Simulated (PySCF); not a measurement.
Molecule: SMILES O[Si](F)(I)F. Atoms near the plane z = 1.5 Å, at the B3LYP/def2-SVP optimised geometry (x, y, z in Å): Si2 (-0.4, -1.1, 0.0), F3 (1.2, -1.1, 0.0), F4 (-0.8, -1.9, 1.4), I5 (-1.2, 1.1, 0.0).

Level of theory: PySCF with B3LYP/def2-TZVP, def2 effective core potentials past Kr. The core electrons that the potentials of I replace are not part of the density. Cells within 0.4 Å of a nucleus heavier than hydrogen are left out (blank, or x). The values are rescaled to run from 0 to 1.

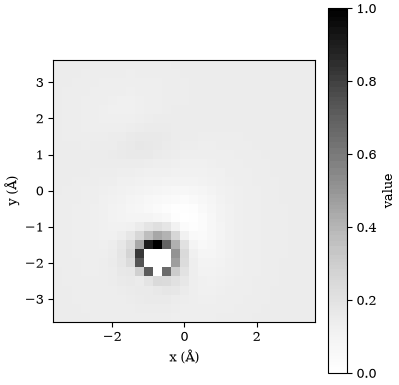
Fig. 1. a field on the plane z = 1.5 Å.

Q: Which quantity is mapped?
A. Laplacian of the electron density
B. electron localisation function
C. deformation density (molecule minus spherical neutral atoms)
D. an orbital amplitude

A: C, deformation density (molecule minus spherical neutral atoms). In full: deformation density (molecule minus spherical neutral atoms) (e/bohr³).
